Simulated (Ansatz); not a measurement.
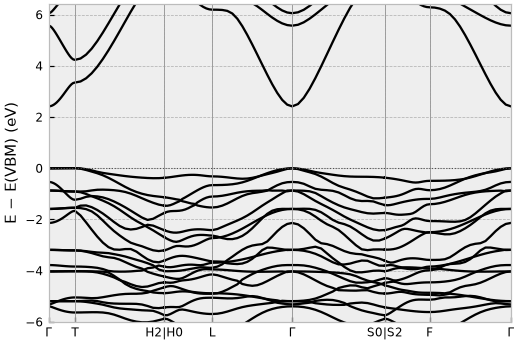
Band structure from r²SCAN in the plane-wave PAW code Ansatz

Q: Read off the gap and where the band edges lie.

A: About 2.4 eV (2.42 eV by a search for the band edges); maximum at T, minimum at Γ.

The material is AlZnInO4 in space group R3m (No. 160; Pearson symbol hR7).

The cell is a constructed one: a structure type filled with these elements; neither database checked (COD, Materials Project) lists it. Whether it is the stable phase at ambient conditions was not checked. Symmetry was held in the r²SCAN relaxation; whether a distortion lowers the energy is not shown. Spin–orbit coupling is left out wherever it is not named.

Potentials: the earlier of the program's two PAW sets.
